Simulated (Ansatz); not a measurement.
**Ge (diamond structure), cut as (100) film, 18 layers, dihydride, biaxial strain +2 %**

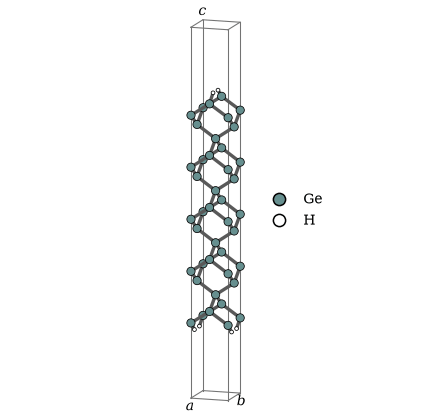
Fig. 1. Relaxed structure, one periodic cell

These are PBE (plane waves to 420 eV, PAW; Ansatz, a quantum-chemistry and plane-wave program) values and carry that method's errors.

change of bonding against the cut: none
number of neighbours within 3.015 Å (ending not counted): 2 for 2 atoms, 4 for 16 atoms
mean Ge-Ge distance (least to greatest): 2.510 Å (2.491 to 2.513)
